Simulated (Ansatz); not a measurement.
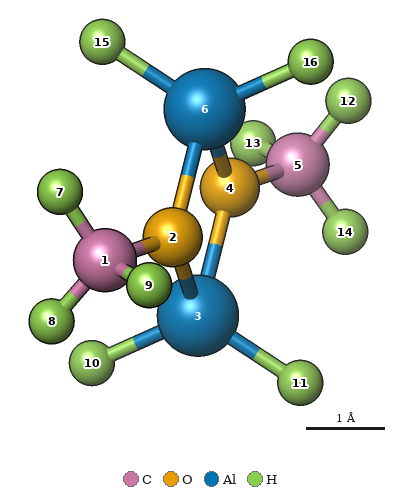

Figure 1. The structure as given in the input (ball-and-stick view, seen at a tilt; atoms are numbered from 1 in the order of the input). Sticks mark near contacts. Bond lengths as drawn: Al–H 1.59 Å, Al–O 1.85 Å, C–H 1.09 Å and C–O 1.42 Å.

## Run report: C$_{2}$H$_{10}$Al$_{2}$O$_{2}$, molecular dynamics (part 1 of 2)

The run: molecular dynamics of C$_{2}$H$_{10}$Al$_{2}$O$_{2}$, SMILES C[O+]1[AlH2-][O+](C)[AlH2-]1. Method and program: RKS revPBE-d3bj/6-31G* (Ansatz 0.2.0).

The geometry comes from this level: PBE0-D4/def2-TZVP. Figures and captions count atoms from 1; the log counts them from 0 in places.

## The input
```yaml
crystal:
  periodic: [false, false, false]
  atoms:
    - {symbol: C, position_ang: [-0.290126, -1.026818, 2.348111]}
    - {symbol: O, position_ang: [0.028675, -0.328169, 1.156961]}
    - {symbol: Al, position_ang: [0.983770, -0.951117, -0.293889]}
    - {symbol: O, position_ang: [-0.028699, 0.327900, -1.156834]}
    - {symbol: C, position_ang: [0.290308, 1.026425, -2.348041]}
    - {symbol: Al, position_ang: [-0.983681, 0.950935, 0.294092]}
    - {symbol: H, position_ang: [-1.337127, -0.858527, 2.611016]}
    - {symbol: H, position_ang: [-0.138948, -2.099413, 2.204289]}
    - {symbol: H, position_ang: [0.346540, -0.678779, 3.164200]}
    - {symbol: H, position_ang: [0.552960, -2.453707, -0.575537]}
    - {symbol: H, position_ang: [2.507491, -0.505042, -0.338160]}
    - {symbol: H, position_ang: [0.091722, 2.093149, -2.220445]}
    - {symbol: H, position_ang: [-0.311764, 0.644256, -3.174935]}
    - {symbol: H, position_ang: [1.349446, 0.898934, -2.583963]}
    - {symbol: H, position_ang: [-2.507838, 0.506437, 0.337913]}
    - {symbol: H, position_ang: [-0.552739, 2.453525, 0.575230]}
basis:
  gaussian: {orbitals: "6-31G*"}
hamiltonian: {xc: {name: revPBE}, dispersion: d3bj}
md: {timestep: 1 fs, n_steps: 20, ensemble: nvt_langevin, temperature: 1500, initial_velocities: maxwell_boltzmann, friction: 0.01, seed: 730}
```

Run on 4 threads of Arm Neoverse V2, 23 GiB of memory available, shared host.

Launched with:
```bash
ansatz run in.yaml --threads 4 --pin off --events-out ev --progress --plain --max-ram 11315MiB
```

## Log
```
Functional definition: revPBE
  name "revPBE"
  cite "Zhang & Yang, Phys. Rev. Lett. 80, 890 (1998) doi:10.1103/PhysRevLett.80.890"
  cite "Perdew, Burke & Ernzerhof, Phys. Rev. Lett. 77, 3865 (1996) doi:10.1103/PhysRevLett.77.3865"
  parameter kappa = 1.245
  parameter beta = 0.06672455060314922
  exchange = pbe_x(kappa = kappa, mu = beta*pi^2/3)
  correlation = pbe_c(beta = beta)
1468 factors; their error is unknown
mean field evaluation 1: about -19512.4700 eV, gradient 6.9e1 eV
mean field evaluation 2: about -19490.2373 eV, gradient 1.3e2 eV
mean field evaluation 4: about -19521.9949 eV, gradient 6.8e0 eV
mean field evaluation 8: about -19522.0875 eV, gradient 3.6e-2 eV
mean field evaluation 16: about -19522.0191 eV, gradient 6.1e-5 eV
mean field -19522.01914968 eV, -717.4209712510 hartree, gradient 6.1e-5 eV, S^2 0.000000; 0 other end points of the search recorded, 0 dependent functions left out
the calculation of the forces begins
reference -19522.01921710 eV, -717.4209737284 hartree; 32, 32 occupied and 86, 86 virtual orbitals, 1468 factors
md step     0: t =     0.00 fs  T =  1406.3 K  F+E_penalty+E_count = -19522.86491003 eV  E_kin = 2.908350 eV  (25 SCF iters)
these checks for a lower state are left out or cut short: starts, cluster_reference, orbital_swaps, neighbouring_geometries, increment
1468 factors; their error is unknown
mean field -19521.78798266 eV, -717.4124760195 hartree, gradient 1.6e-5 eV, S^2 0.000000; 0 other end points of the search recorded, 0 dependent functions left out
[... from here on the field's lines of each further geometry are left out, up to the last ...]
md step     1: t =     1.00 fs  T =  1336.3 K  F+E_penalty+E_count = -19522.63523341 eV  E_kin = 2.763752 eV  (28 SCF iters, 3 dispersion substeps)
md step     2: t =     2.00 fs  T =  1192.2 K  F+E_penalty+E_count = -19522.21579199 eV  E_kin = 2.465592 eV  (28 SCF iters, 3 dispersion substeps)
md step     3: t =     3.00 fs  T =   949.7 K  F+E_penalty+E_count = -19521.86787485 eV  E_kin = 1.964044 eV  (28 SCF iters, 3 dispersion substeps)
md step     4: t =     4.00 fs  T =   847.1 K  F+E_penalty+E_count = -19521.63987878 eV  E_kin = 1.751915 eV  (28 SCF iters, 3 dispersion substeps)
md step     5: t =     5.00 fs  T =   776.9 K  F+E_penalty+E_count = -19521.50248173 eV  E_kin = 1.606730 eV  (28 SCF iters, 3 dispersion substeps)
md step     6: t =     6.00 fs  T =   757.4 K  F+E_penalty+E_count = -19521.41061587 eV  E_kin = 1.566468 eV  (30 SCF iters, 3 dispersion substeps)
md step     7: t =     7.00 fs  T =   733.8 K  F+E_penalty+E_count = -19521.35358182 eV  E_kin = 1.517560 eV  (29 SCF iters, 3 dispersion substeps)
md step     8: t =     8.00 fs  T =   770.8 K  F+E_penalty+E_count = -19521.35792156 eV  E_kin = 1.594062 eV  (30 SCF iters, 3 dispersion substeps)
md step     9: t =     9.00 fs  T =   862.4 K  F+E_penalty+E_count = -19521.43411084 eV  E_kin = 1.783584 eV  (30 SCF iters, 3 dispersion substeps)
md step    10: t =    10.00 fs  T =   896.2 K  F+E_penalty+E_count = -19521.53321044 eV  E_kin = 1.853462 eV  (30 SCF iters, 3 dispersion substeps)
md step    11: t =    11.00 fs  T =   853.1 K  F+E_penalty+E_count = -19521.53394921 eV  E_kin = 1.764394 eV  (29 SCF iters, 3 dispersion substeps)
md step    12: t =    12.00 fs  T =   794.8 K  F+E_penalty+E_count = -19521.40694542 eV  E_kin = 1.643802 eV  (29 SCF iters, 3 dispersion substeps)
md step    13: t =    13.00 fs  T =   772.1 K  F+E_penalty+E_count = -19521.25254861 eV  E_kin = 1.596807 eV  (30 SCF iters, 3 dispersion substeps)
md step    14: t =    14.00 fs  T =   787.0 K  F+E_penalty+E_count = -19521.16330586 eV  E_kin = 1.627667 eV  (30 SCF iters, 3 dispersion substeps)
md step    15: t =    15.00 fs  T =   779.7 K  F+E_penalty+E_count = -19521.11453409 eV  E_kin = 1.612619 eV  (30 SCF iters, 3 dispersion substeps)
md step    16: t =    16.00 fs  T =   769.0 K  F+E_penalty+E_count = -19521.06077737 eV  E_kin = 1.590382 eV  (30 SCF iters, 3 dispersion substeps)
md step    17: t =    17.00 fs  T =   781.4 K  F+E_penalty+E_count = -19521.02251753 eV  E_kin = 1.616104 eV  (30 SCF iters, 3 dispersion substeps)
md step    18: t =    18.00 fs  T =   825.8 K  F+E_penalty+E_count = -19521.04968281 eV  E_kin = 1.707942 eV  (31 SCF iters, 3 dispersion substeps)
md step    19: t =    19.00 fs  T =   819.7 K  F+E_penalty+E_count = -19521.16293346 eV  E_kin = 1.695290 eV  (31 SCF iters, 3 dispersion substeps)
the calculation of the forces begins
reference -19520.60297738 eV, -717.3689278788 hartree; 32, 32 occupied and 86, 86 virtual orbitals, 1468 factors
1468 factors; their error is unknown
mean field evaluation 192: about -19520.6029 eV, gradient 2.1e-3 eV
mean field -19520.60290677 eV, -717.3689252840 hartree, gradient 2.5e-5 eV, S^2 0.000000; 1 other end points of the search recorded, 0 dependent functions left out
the calculation of the forces begins
reference -19520.60297738 eV, -717.3689278788 hartree; 32, 32 occupied and 86, 86 virtual orbitals, 1468 factors
md step    20: t =    20.00 fs  T =   909.9 K  F+E_penalty+E_count = -19521.39562212 eV  E_kin = 1.881814 eV  (30 SCF iters, 3 dispersion substeps)
```

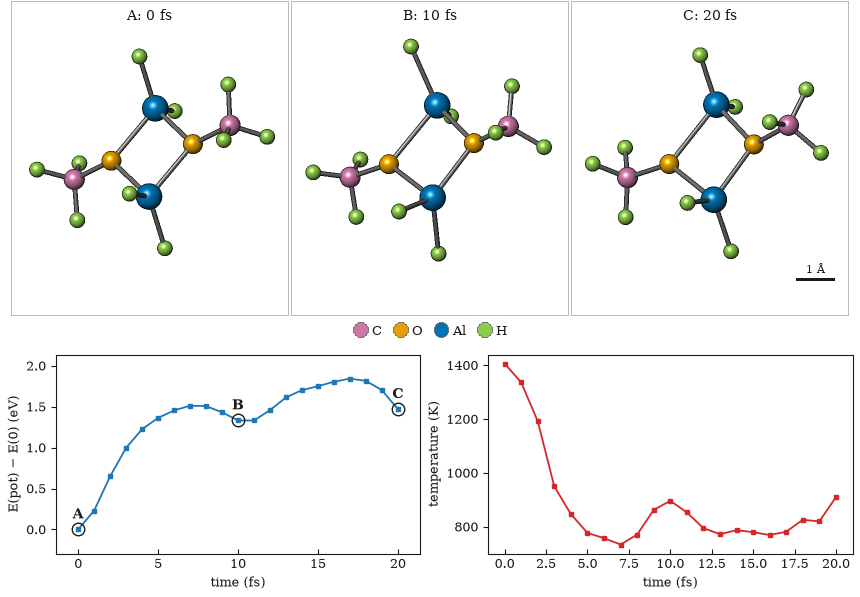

Figure 2. Frames of the molecular dynamics (ball-and-stick, seen at a tilt) above the curves, on which the letters mark them. The trajectory kept here has 21 frames over 20 fs. The temperature starts at 1406 K, ranges from 734 to 1406 K and averages 817 K over the second half. The potential energy ends 1.469 eV above its first value. After an unweighted best fit of the last frame on the first, the root-mean-square displacement is 0.33 Å, and H14 has moved furthest (0.61 Å).

```
Total energy: -19521.39569273 eV, -717.3980596304 hartree
Atom 0 at    -0.350911    -1.019542     2.582605 Å, force    -0.521626     3.779687    -0.960951 eV/Å
Atom 1 at     0.121908    -0.408190     1.217192 Å, force    -1.672516    -0.127145     1.345932 eV/Å
Atom 2 at     1.115953    -0.998202    -0.403486 Å, force    -2.089544    -0.375808     1.634531 eV/Å
Atom 3 at    -0.049077     0.288627    -1.127006 Å, force     0.881397     1.558608    -1.456171 eV/Å
Atom 4 at     0.493808     1.058568    -2.314976 Å, force    -1.299518    -2.018693    -0.456446 eV/Å
Atom 5 at    -1.077803     0.999439     0.305300 Å, force     1.197656    -3.212085     0.136484 eV/Å
Atom 6 at    -1.327327    -0.482116     3.003935 Å, force     0.762903    -1.769310    -1.766027 eV/Å
Atom 7 at    -0.227768    -2.083755     2.599637 Å, force    -0.504534    -0.860179    -0.165767 eV/Å
Atom 8 at     0.247682    -0.547204     3.345413 Å, force     1.538034    -0.114423     0.336892 eV/Å
Atom 9 at     0.725507    -2.495527    -0.736642 Å, force    -0.184538    -0.266884    -0.289402 eV/Å
Atom 10 at     2.585451    -0.724024    -0.197875 Å, force     1.421613     0.655533    -0.111419 eV/Å
Atom 11 at    -0.112992     1.913878    -2.610426 Å, force    -0.505553     0.414878     0.562165 eV/Å
Atom 12 at     0.334892     0.326385    -3.174727 Å, force     0.814744     0.725026     0.673183 eV/Å
Atom 13 at     1.521566     1.399356    -2.166115 Å, force     0.301274    -0.261682     0.111293 eV/Å
Atom 14 at    -2.553670     0.553766     0.319604 Å, force    -0.853721    -0.435671    -0.071327 eV/Å
Atom 15 at    -0.843507     2.397573     0.663930 Å, force     0.713927     2.308148     0.477031 eV/Å
Dipole moment:     0.068972     0.241872    -0.136125 e Å
```

## Trajectory as extended XYZ (Å, eV, eV/Å), 21 frames, from step=0 to step=20
```
16
Properties=species:S:1:pos:R:3:forces:R:3 step=0 time_fs=0.0 energy=-19522.86491 temperature=1406.2
C    -0.2901   -1.0268    2.3481   -0.0983  -0.2024   0.3104
O     0.0287   -0.3282    1.1570    0.2019   0.1568   0.1954
Al    0.9838   -0.9511   -0.2939    0.5558  -0.5356  -0.1667
O    -0.0287    0.3279   -1.1568   -0.2050  -0.1533  -0.1952
C     0.2903    1.0264   -2.3480    0.1000   0.1977  -0.3100
Al   -0.9837    0.9509    0.2941   -0.5540   0.5365   0.1631
H    -1.3371   -0.8585    2.6110   -0.3613   0.0592   0.0898
H    -0.1389   -2.0994    2.2043    0.0534  -0.3703  -0.0492
H     0.3465   -0.6788    3.1642    0.2241   0.1218   0.2936
H     0.5530   -2.4537   -0.5755   -0.0656  -0.2411  -0.0377
H     2.5075   -0.5050   -0.3382    0.2422   0.0696  -0.0159
H     0.0917    2.0931   -2.2204   -0.0702   0.3703   0.0466
H    -0.3118    0.6443   -3.1749   -0.2146  -0.1346  -0.2990
H     1.3494    0.8989   -2.5840    0.3686  -0.0459  -0.0811
H    -2.5078    0.5064    0.3379   -0.2422  -0.0703   0.0169
H    -0.5527    2.4535    0.5752    0.0652   0.2418   0.0389
16
Properties=species:S:1:pos:R:3:forces:R:3 step=1 time_fs=1.0 energy=-19522.63523 temperature=1336.3
C    -0.2932   -1.0130    2.3546    1.9049  -1.7757   0.2200
O     0.0308   -0.3396    1.1688    0.2886   0.5225  -0.5333
Al    0.9913   -0.9497   -0.3061   -0.0364  -0.3445   0.3247
O    -0.0323    0.3321   -1.1603   -0.1528  -0.6401   0.2726
C     0.2939    1.0208   -2.3427    0.4931   0.9812   0.1353
Al   -0.9907    0.9587    0.2874   -0.4318  -0.4292   0.3244
H    -1.3042   -0.9046    2.5683   -2.3241   0.7321   0.8048
H    -0.1780   -2.1203    2.2588    0.2557   0.2549  -0.3088
H     0.3770   -0.7141    3.1731   -0.1492   0.3067   0.1912
H     0.5843   -2.4314   -0.5388   -0.2590  -0.6963  -0.2122
H     2.4930   -0.5791   -0.2964    0.8038   0.3504  -0.0898
H     0.0675    2.0883   -2.1633    0.0319   0.0129  -0.4584
H    -0.2598    0.6123   -3.1703   -0.6042  -0.1467  -0.7293
H     1.3629    0.9156   -2.5589    0.3252   0.0532  -0.0281
H    -2.4931    0.4962    0.3527   -0.4522  -0.1356  -0.0326
H    -0.6028    2.4111    0.6086    0.3066   0.9541   0.1196
16
Properties=species:S:1:pos:R:3:forces:R:3 step=2 time_fs=2.0 energy=-19522.21579 temperature=1192.2
C    -0.2945   -0.9994    2.3617    2.8491  -2.7813   0.5753
O     0.0342   -0.3511    1.1808    0.3987   0.8795  -1.2213
Al    1.0006   -0.9491   -0.3188   -0.5383  -0.0556   0.7536
O    -0.0360    0.3375   -1.1612   -0.0492  -1.0917   0.6320
C     0.2991    1.0158   -2.3382    0.5817   1.4021   0.2262
Al   -0.9976    0.9670    0.2805   -0.3185  -1.3017   0.4609
H    -1.2980   -0.9407    2.5360   -3.2217   1.1239   1.1785
H    -0.2193   -2.1347    2.3091    0.5035   0.6332  -0.5666
H     0.4074   -0.7468    3.1864   -0.5840   0.4464  -0.0150
H     0.6061   -2.4090   -0.4995   -0.4486  -1.1791  -0.3697
H     2.4886   -0.6514   -0.2598    1.2622   0.5586  -0.1335
H     0.0465    2.0797   -2.1120    0.1279  -0.1958  -0.9573
H    -0.2144    0.5744   -3.1754   -0.6952   0.0223  -0.7410
H     1.3765    0.9291   -2.5358    0.2696   0.1391   0.0248
H    -2.4797    0.4864    0.3649   -0.6433  -0.2019  -0.0771
H    -0.6492    2.3793    0.6411    0.5061   1.6019   0.2302
16
Properties=species:S:1:pos:R:3:forces:R:3 step=3 time_fs=3.0 energy=-19521.86787 temperature=949.7
C    -0.2935   -0.9873    2.3713    2.0704  -3.2280   1.0709
O     0.0377   -0.3617    1.1930    0.5405   1.2262  -1.8731
Al    1.0101   -0.9489   -0.3317   -0.7054   0.2845   1.1276
O    -0.0397    0.3421   -1.1620    0.0566  -1.4486   0.9124
C     0.3042    1.0114   -2.3345    0.5913   1.5161  -0.1216
Al   -1.0043    0.9758    0.2739   -0.1666  -1.7985   0.6432
H    -1.3213   -0.9643    2.5112   -2.4626   1.3152   1.2406
H    -0.2597   -2.1354    2.3442    0.7522   0.6754  -0.7210
H     0.4368   -0.7717    3.1976   -0.9594   0.5447  -0.1607
H     0.6193   -2.3898   -0.4631   -0.6122  -1.6039  -0.4872
H     2.5019   -0.7143   -0.2302    1.3690   0.6545  -0.1695
H     0.0320    2.0721   -2.0733    0.1863  -0.3295  -1.3708
H    -0.1772    0.5346   -3.1913   -0.5353   0.3771  -0.3402
H     1.3936    0.9447   -2.5165    0.0651   0.1824   0.0926
H    -2.4679    0.4722    0.3783   -0.7794  -0.2469  -0.1201
H    -0.6878    2.3686    0.6761    0.5896   1.8793   0.2767
16
Properties=species:S:1:pos:R:3:forces:R:3 step=4 time_fs=4.0 energy=-19521.63988 temperature=847.1
C    -0.2914   -0.9770    2.3832    0.4093  -3.3357   1.3360
O     0.0405   -0.3715    1.2039    0.6683   1.5232  -2.3994
Al    1.0192   -0.9486   -0.3444   -0.6010   0.4303   1.4435
O    -0.0430    0.3457   -1.1638    0.1333  -1.6850   1.1365
C     0.3107    1.0071   -2.3324    0.4567   1.5293  -0.6335
Al   -1.0108    0.9835    0.2683    0.0141  -1.8128   0.9094
H    -1.3641   -0.9745    2.4948   -0.8783   1.4324   1.2099
H    -0.2937   -2.1227    2.3666    0.9284   0.4667  -0.7780
H     0.4610   -0.7893    3.2036   -1.1729   0.6417  -0.1582
H     0.6251   -2.3832   -0.4320   -0.6907  -1.7638  -0.5505
H     2.5298   -0.7654   -0.2076    1.1433   0.6765  -0.2220
H     0.0192    2.0682   -2.0544    0.2337  -0.4857  -1.6547
H    -0.1442    0.4944   -3.2131   -0.2859   0.7859   0.2131
H     1.4094    0.9641   -2.4949   -0.0768   0.1760   0.1142
H    -2.4602    0.4553    0.3941   -0.8343  -0.2608  -0.1617
H    -0.7168    2.3802    0.7133    0.5527   1.6817   0.1953
16
Properties=species:S:1:pos:R:3:forces:R:3 step=5 time_fs=5.0 energy=-19521.50248 temperature=776.9
C    -0.2888   -0.9705    2.3979   -1.1791  -3.0693   1.2704
O     0.0433   -0.3809    1.2126    0.7268   1.7379  -2.6684
Al    1.0277   -0.9489   -0.3568   -0.3740   0.1913   1.7224
O    -0.0459    0.3485   -1.1658    0.1983  -1.8429   1.3467
C     0.3178    1.0043   -2.3291    0.1721   1.3990  -1.2156
Al   -1.0159    0.9907    0.2639    0.0854  -1.5386   1.2621
H    -1.4152   -0.9724    2.4910    0.6486   1.4769   1.1658
H    -0.3194   -2.0996    2.3776    1.0096   0.0252  -0.7565
H     0.4751   -0.8012    3.2115   -1.2322   0.7276  -0.0947
H     0.6231   -2.3978   -0.4029   -0.6313  -1.4991  -0.5740
H     2.5697   -0.8046   -0.1876    0.6832   0.6602  -0.3013
H     0.0048    2.0621   -2.0522    0.2409  -0.5064  -1.7765
H    -0.1188    0.4585   -3.2328   -0.0180   1.1624   0.7391
H     1.4191    0.9898   -2.4706   -0.0532   0.1247   0.0823
H    -2.4611    0.4345    0.4091   -0.7250  -0.2079  -0.2061
H    -0.7404    2.4115    0.7486    0.4479   1.1590   0.0042
16
Properties=species:S:1:pos:R:3:forces:R:3 step=6 time_fs=6.0 energy=-19521.41062 temperature=757.4
C    -0.2873   -0.9676    2.4151   -2.2675  -2.5670   0.8021
O     0.0466   -0.3896    1.2200    0.7127   1.8947  -2.7318
Al    1.0360   -0.9494   -0.3684   -0.1920  -0.3504   1.9954
O    -0.0489    0.3496   -1.1670    0.2611  -1.9335   1.5408
C     0.3256    1.0027   -2.3231   -0.0663   1.1402  -1.7809
Al   -1.0196    0.9973    0.2607    0.0084  -1.1852   1.6675
H    -1.4598   -0.9602    2.4980    1.6545   1.4226   1.1267
H    -0.3342   -2.0750    2.3764    0.9831  -0.5118  -0.6560
H     0.4774   -0.8073    3.2168   -1.0875   0.8028   0.1213
H     0.6152   -2.4305   -0.3798   -0.4706  -0.9304  -0.5906
H     2.6142   -0.8386   -0.1682    0.1853   0.6431  -0.3914
H    -0.0098    2.0488   -2.0651    0.1843  -0.2928  -1.7273
H    -0.0970    0.4334   -3.2439    0.1767   1.3876   1.0713
H     1.4253    1.0181   -2.4472    0.0520   0.0557   0.0544
H    -2.4713    0.4075    0.4230   -0.4566  -0.0778  -0.2585
H    -0.7590    2.4557    0.7854    0.3225   0.5020  -0.2431
```
